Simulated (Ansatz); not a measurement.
# Single-point calculation of C2H5NSi

System: C2H5NSi.
Method: RKS PBE0-D4/def2-TZVPP (Ansatz 0.2.0).

The geometry comes from this level: PBE0-D4/def2-TZVP.

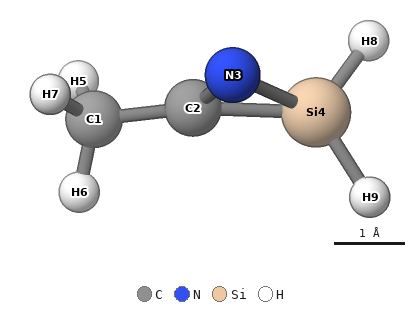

Fig. 1: The input geometry (ball-and-stick view, seen at a tilt; atoms are numbered from 1 in the order of the input).

Input file:
```yaml
crystal:
  periodic: [false, false, false]
  atoms:
    - {symbol: C, position_ang: [0.002145, 1.129003, -1.000503]}
    - {symbol: C, position_ang: [0.210479, 0.036856, -0.027876]}
    - {symbol: N, position_ang: [1.274647, -0.462545, 0.467955]}
    - {symbol: Si, position_ang: [-0.182298, -1.281036, 1.111180]}
    - {symbol: H, position_ang: [-0.538716, 0.751304, -1.871577]}
    - {symbol: H, position_ang: [-0.617393, 1.910486, -0.554103]}
    - {symbol: H, position_ang: [0.959767, 1.550443, -1.314513]}
    - {symbol: H, position_ang: [-0.461018, -2.658883, 0.656300]}
    - {symbol: H, position_ang: [-0.559211, -1.022029, 2.516137]}
basis:
  gaussian: {orbitals: def2-TZVPP}
hamiltonian: {xc: pbe0, dispersion: d4}
output: {orbitals: {seedname: orbitals}}
```

Launch command:
```bash
ansatz run in.yaml --threads 2 --pin off --events-out ev --progress --plain --max-ram 4352MiB
```

Log:
```
Functional definition: PBE0
  name "PBE0"
  cite "Adamo & Barone, J. Chem. Phys. 110, 6158 (1999) doi:10.1063/1.478522"
  cite "Perdew, Burke & Ernzerhof, Phys. Rev. Lett. 77, 3865 (1996) doi:10.1103/PhysRevLett.77.3865"
  parent pbe
  parameter a = 0.25
  parameter kappa = 0.804
  parameter beta = 0.06672455060314922
  exchange = (1 - a)*pbe_x(kappa = kappa, mu = beta*pi^2/3) + a*exact_x
  correlation = pbe_c(beta = beta)
1101 factors; their error is unknown
mean field evaluation 1: about -11507.1461 eV, gradient 6.0e1 eV
mean field evaluation 2: about -11487.9762 eV, gradient 1.0e2 eV
mean field evaluation 4: about -11515.3561 eV, gradient 1.0e1 eV
mean field evaluation 8: about -11515.5675 eV, gradient 1.8e-1 eV
mean field evaluation 16: about -11515.5843 eV, gradient 5.8e-5 eV
mean field -11515.58426117 eV, -423.1899160546 hartree, gradient 5.8e-5 eV, S^2 0.000000; 0 other end points of the search recorded, 0 dependent functions left out
reference -11515.58429304 eV, -423.1899172258 hartree; 19, 19 occupied and 186, 186 virtual orbitals, 1101 factors
Total energy: -11515.72333930 eV, -423.1950270817 hartree
```

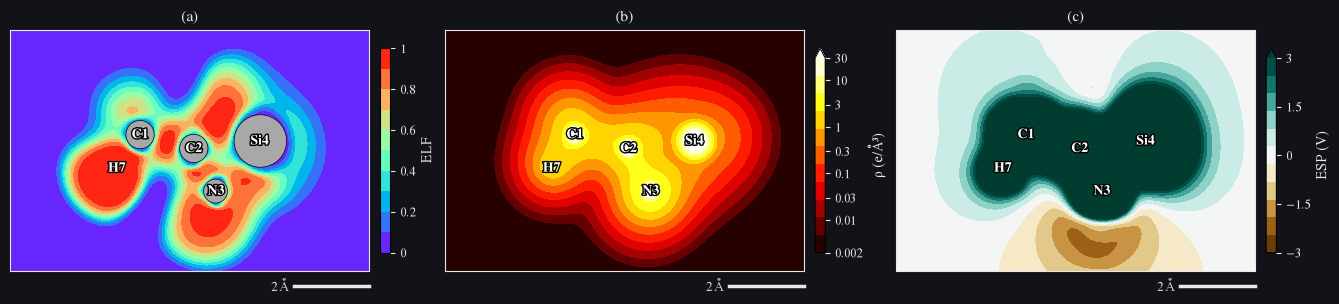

Fig. 2: (a) electron localisation function; (b) electron density; (c) electrostatic potential on the plane of atoms N3, C2 and Si4. Grey discs, where drawn, cover atomic cores. The section cuts through C, N, Si and H sites. C–N (1.28 Å): ρ at the midpoint is about 2.9 e/Å³; the ELF peaks at about 0.90 between the atoms (a multiple bond by its length, whose ELF region spreads away from the axis). C–C (1.48 Å): ρ at the midpoint is about 1.8 e/Å³; the ELF peaks at about 0.95 between the atoms, which marks a shared electron pair.

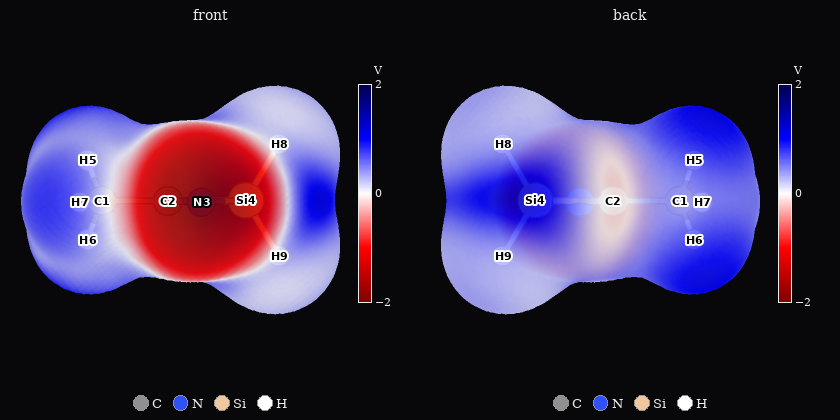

Fig. 3: The molecular electrostatic potential painted on the density surface at 0.002 e/bohr³, seen face on and from behind; the colour scale runs from red (negative) to blue (positive).

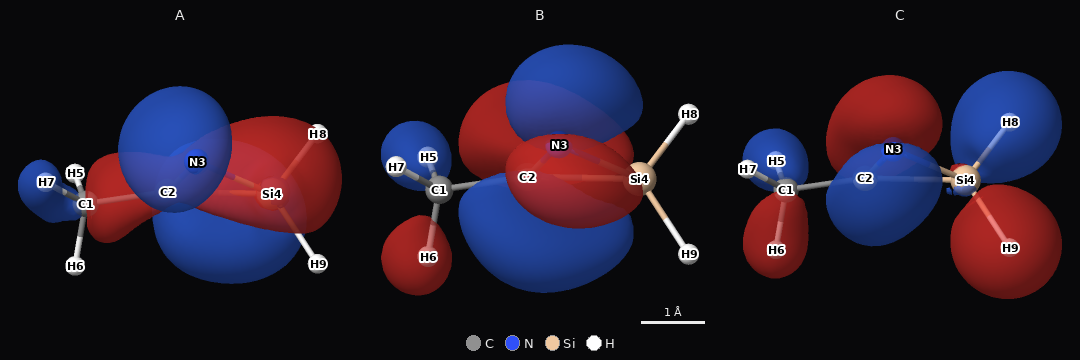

Fig. 4: Three frontier orbitals at ±0.1 Å⁻³ᐟ² (blue and red are the two phases). C is the HOMO−1 (−8.90 eV). Its weight (Hirshfeld) is mainly on N3 (30 %), Si4 (20 %), C2 (15 %), H8 (15 %) and H9 (15 %). A is the HOMO (−6.51 eV). It lies mainly on N3 (40 %), Si4 (30 %) and C2 (20 %). B is the LUMO (−0.36 eV). By Hirshfeld shares it lies mainly on N3 (35 %), C2 (35 %) and Si4 (15 %); π-antibonding (π*) across N3–C2. The HOMO–LUMO gap is 6.15 eV between the orbital energies.

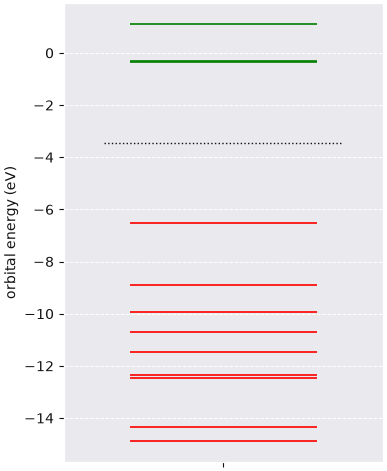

Fig. 5: Orbital energies near the frontier; the dotted line parts filled from empty levels, and levels within 0.02 eV of each other stand side by side. Highest filled −6.51 eV, lowest empty −0.36 eV, 6.15 eV apart.

Summary:

```tsv
quantity	value
outcome	converged
total energy	−11515.7233 eV
mean-field energy	−11515.5843 eV
dispersion energy	−0.1390 eV
SCF solution under orbital rotations	stable
HOMO	−6.51 eV
LUMO	−0.36 eV
hardware	2 threads of Arm Neoverse V1, 23 GiB of memory available, shared host
wall time	3.1 s (CPU time 6 s)
peak memory	0.37 GiB
```
